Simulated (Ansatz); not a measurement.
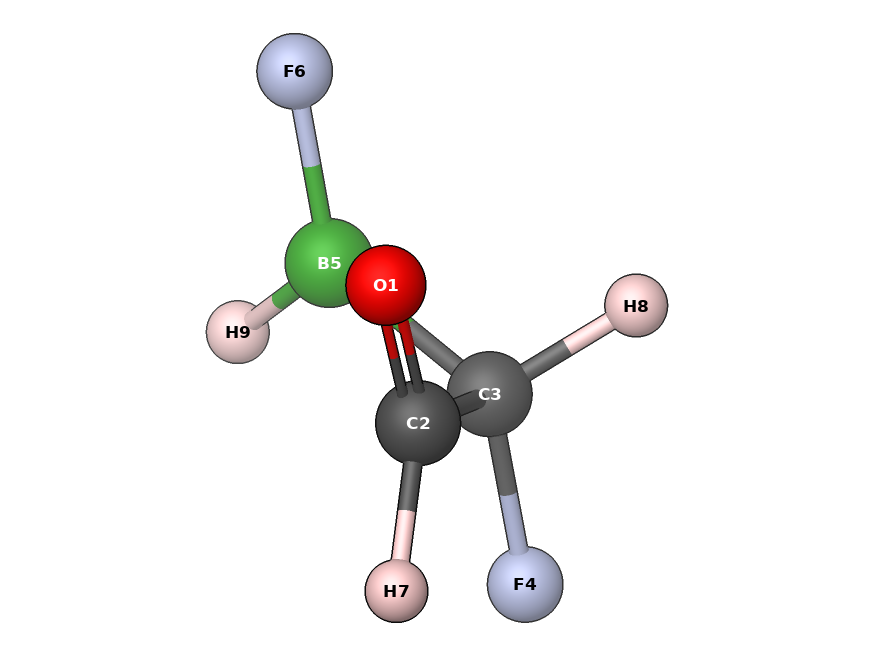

C3 lies behind C2. The molecule seen a little off the C2–C3 bond, C2 in front. Distant atoms are faded towards the background colour. Computed geometry: PBE-D4/def2-SVP optimisation. No frequency run is at hand to confirm it as a minimum.

Question: What is the torsion angle O1–C2–C3–F4? The sign is positive where the front bond must turn clockwise to cover the back bond.

Answer: 176°, antiperiplanar (anti).
